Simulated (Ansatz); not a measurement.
# [AlH4]− (SMILES [H][Al-]([H])([H])[H]): levels of theory compared

Wanted: a comparison of 6 runs (PBE0/6-31G, UPBE/6-31G, wB97M-V/6-31G, RPA@PBE/3-21G, CCSDTQ/6-31G, CCSD/3-21G) of [AlH4]−. 

Program for the calculation: Ansatz 0.2.0.

6 further runs of the same task are left out: 6 that didn't finish.

### 1 The molecule

[AlH4]− has 5 atoms, charge -1, and is taken as a singlet. SMILES: `[H][Al-]([H])([H])[H]`. The H2–Al1 distance was set to 3.255 Å, away from the relaxed value. At this shape a bond of the SMILES string is far longer than usual.

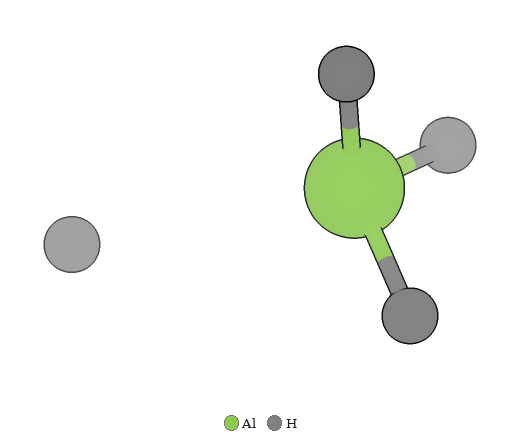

The structure, seen from a chosen angle (aluminium green, hydrogen grey).

### 2 The energy at PBE0/6-31G (run 1)

Input file molecule.yaml:

```yaml
crystal:
  periodic: [false, false, false]
  atoms:
    - {symbol: Al, position_ang: [-0.015760, 0.017160, -1.627100]}
    - {symbol: H, position_ang: [0.012860, -0.019320, 1.627070]}
    - {symbol: H, position_ang: [1.515730, 0.031240, -2.179970]}
    - {symbol: H, position_ang: [-0.788220, 1.352360, -2.147230]}
    - {symbol: H, position_ang: [-0.781850, -1.308480, -2.181140]}
basis:
  gaussian: {orbitals: 6-31G}
total_charge: -1
hamiltonian: {xc: {name: PBE0}}
accuracy: high
```

Started as:

```sh
$ ansatz run molecule.yaml --threads 1 --pin off --max-ram 2610MiB --events-out events.jsonl --progress --plain --runs-dir runs
```

What it wrote:

```text
Warning: RAYON_NUM_THREADS=1 ignored (pool sized by the plan → 1); use --threads N
Functional definition: PBE0
  name "PBE0"
  parameter a = 0.25
  parameter kappa = 0.804
  parameter beta = 0.06672455060314922
  exchange = (1 - a)*pbe_x(kappa = kappa, mu = beta*pi^2/3) + a*exact_x
  correlation = pbe_c(beta = beta)
473 factors; integrals over basis functions are off by at most 3.8e-9 eV
mean field evaluation 1: about -6653.8367 eV, gradient 1.4e1 eV
mean field evaluation 2: about -6648.0593 eV, gradient 2.5e1 eV
mean field evaluation 4: about -6655.4344 eV, gradient 4.8e-1 eV
mean field evaluation 8: about -6655.4311 eV, gradient 7.6e-4 eV
mean field evaluation 16: about -6655.4311 eV, gradient 1.9e-7 eV
mean field -6655.43105575 eV, -244.5825800857 hartree, gradient 3.4e-9 eV, S^2 0.000000; 0 other end points of the search recorded, 0 dependent functions left out
reference -6655.43105885 eV, -244.5825801995 hartree; 9, 9 occupied and 12, 12 virtual orbitals, 473 factors
Total energy: -6655.43105885 eV, -244.5825801995 hartree
```

It took 1.1 s on 1 thread of Arm Neoverse V1, shared host.

### 3 A single-point energy at UPBE/6-31G (run 2)

Input file run.yaml:

```yaml
crystal:
  periodic: [false, false, false]
  atoms:
    - symbol: Al
      position_ang: [-0.015760, 0.017160, -1.627100]
    - symbol: H
      position_ang: [0.012860, -0.019320, 1.627070]
    - symbol: H
      position_ang: [1.515730, 0.031240, -2.179970]
    - symbol: H
      position_ang: [-0.788220, 1.352360, -2.147230]
    - symbol: H
      position_ang: [-0.781850, -1.308480, -2.181140]
basis:
  gaussian: {orbitals: 6-31G}
total_charge: -1
magnetization: {spin_polarized: true}
hamiltonian: {xc: {name: PBE}}
accuracy: high
```

Started as:

```sh
$ ansatz run run.yaml --threads 1 --pin off --max-ram 2610MiB --events-out events.jsonl --progress --plain --runs-dir runs
```

What it wrote:

```text
Warning: RAYON_NUM_THREADS=1 ignored (pool sized by the plan → 1); use --threads N
Functional definition: PBE
  name "PBE"
[... 2 set-up lines as earlier in the session ...]
  exchange = pbe_x(kappa = kappa, mu = beta*pi^2/3)
[... 1 set-up line as earlier in the session ...]
473 factors; integrals over basis functions are off by at most 3.8e-9 eV
mean field evaluation 1: about -6652.5346 eV, gradient 1.2e1 eV
mean field evaluation 2: about -6641.1904 eV, gradient 1.9e1 eV
mean field evaluation 4: about -6654.8118 eV, gradient 1.6e0 eV
mean field evaluation 8: about -6654.8404 eV, gradient 9.9e-2 eV
mean field evaluation 16: about -6654.8345 eV, gradient 6.9e-6 eV
mean field -6654.83452100 eV, -244.5606578377 hartree, gradient 8.8e-8 eV, S^2 0.000000; 1 other end points of the search recorded, 0 dependent functions left out
reference -6654.83452508 eV, -244.5606579880 hartree; 9, 9 occupied and 12, 12 virtual orbitals, 473 factors
Total energy: -6654.83452508 eV, -244.5606579880 hartree
```

It took 1.6 s on 1 thread of Arm Neoverse V1, shared host; peak memory 0.12 GiB.

### 4 The energy at wB97M-V/6-31G (run 3)

Input file run.yaml:

```yaml
crystal:
  periodic: [false, false, false]
  atoms:
    - {symbol: Al, position_ang: [-0.015760, 0.017160, -1.627100]}
    - {symbol: H, position_ang: [0.012860, -0.019320, 1.627070]}
    - {symbol: H, position_ang: [1.515730, 0.031240, -2.179970]}
    - {symbol: H, position_ang: [-0.788220, 1.352360, -2.147230]}
    - {symbol: H, position_ang: [-0.781850, -1.308480, -2.181140]}
basis:
  gaussian:
    orbitals: 6-31G
total_charge: -1
hamiltonian:
  xc: {name: wB97M-V}
accuracy: high
```

Started as:

```sh
$ ansatz run run.yaml --threads 1 --pin off --max-ram 2610MiB --events-out events.jsonl --progress --plain --runs-dir runs
```

What it wrote, shortened:

```text
Warning: RAYON_NUM_THREADS=1 ignored (pool sized by the plan → 1); use --threads N
Functional definition: wB97M-V
  name "wB97M-V"
[...]
  gx(w, u) = 1 - cx + cx01*u + cx10*w
  gss(w, u) = css00 + css04*u^4 + css10*w + css20*w^2 + css43*w^4*u^3
  gos(w, u) = cos00 + cos10*w + (cos20 + cos21*u)*w^2 + (cos60 + cos61*u)*w^6
[...]
      + integral(e_c_pw_mod_opposite_spin*gos(b97_w_opposite, b97_u_opposite)) + vv10(b, c)
473 factors; integrals over basis functions are off by at most 3.8e-9 eV
221 factors; integrals over basis functions are off by at most 1.6e-9 eV
[...]
mean field -6657.60010341 eV, -244.6622911169 hartree, gradient 6.8e-8 eV, S^2 0.000000; 0 other end points of the search recorded, 0 dependent functions left out
reference -6657.60010861 eV, -244.6622913081 hartree; 9, 9 occupied and 12, 12 virtual orbitals, 473 factors
Total energy: -6657.60010861 eV, -244.6622913081 hartree
```

Run time: 14 s. Hardware: 1 thread of Arm Neoverse V1, shared host; peak memory 0.25 GiB.

Runs 4 to 5 aren't shown in full; the table further down has their settings and results.

### 5 A single-point energy at CCSD/3-21G (run 6)

Input file in.yaml:

```yaml
crystal:
  periodic: [false, false, false]
  atoms:
    - {symbol: Al, position_ang: [-0.015760, 0.017160, -1.627100]}
    - {symbol: H, position_ang: [0.012860, -0.019320, 1.627070]}
    - {symbol: H, position_ang: [1.515730, 0.031240, -2.179970]}
    - {symbol: H, position_ang: [-0.788220, 1.352360, -2.147230]}
    - {symbol: H, position_ang: [-0.781850, -1.308480, -2.181140]}
basis:
  gaussian: {orbitals: 3-21G.json}
total_charge: -1
correlation: {method: ccsd, frozen_orbitals: {Al: 5, H: 0}}
accuracy: high
scf: {omitted_lower_state_checks: [cluster_reference, increment]}
```

The basis set 3-21G is read from a file made from the Basis Set Exchange's data (not shown).

Started as:

```sh
$ ansatz run in.yaml --threads 1 --pin off --max-ram 2610MiB --events-out events.jsonl --progress --plain --runs-dir runs
```

What it wrote:

```text
Warning: RAYON_NUM_THREADS=1 ignored (pool sized by the plan → 1); use --threads N
[... 11 lines left out ...]
5 core orbitals not correlated: weight in the atoms' cores, before any rotation towards them, 1.000 or more for the frozen orbitals, at most 0.000 for the correlated occupied ones
[... 24 lines left out ...]
Total energy: -6608.66121460 eV, -242.8638201252 hartree
Checks for a lower state left out: cluster_reference, increment
```

Run time: 0.18 s. Hardware: 1 thread of Arm Neoverse V1, shared host.

### 6 Overview of the runs

| run | level | frozen core orbitals | energy (Eh) | wall time |
| --- | --- | --- | --- | --- |
| 1 | PBE0/6-31G | – | -244.582580 | 1.1 s |
| 2 | UPBE/6-31G | – | -244.560658 | 1.6 s |
| 3 | wB97M-V/6-31G | – | -244.662291 | 14 s |
| 4 | RPA@PBE/3-21G | 5 | -242.917382 | 1.4 s |
| 5 | CCSDTQ/6-31G | 5 | -244.178273 | 5.4 s |
| 6 | CCSD/3-21G | 5 | -242.863820 | 0.18 s |

### 7 What came out

| quantity | value |
| --- | --- |
| run 6: total energy | -242.86382 Eh |
| run 6: correlation energy (5 core orbitals frozen) | -95.4 mEh |
| run 6: T1 diagnostic | 0.053 |

Totals of different functionals can't be ranked against each other. In run 6 the T1 diagnostic is large, so a single reference may not serve. In runs 5, 6 the log says that unrestricted orbitals would lower the reference, so the values rest on an unstable closed-shell determinant (other closed-shell runs at this shape may share the fault). All runs together took 23 s, the longest 14 s.
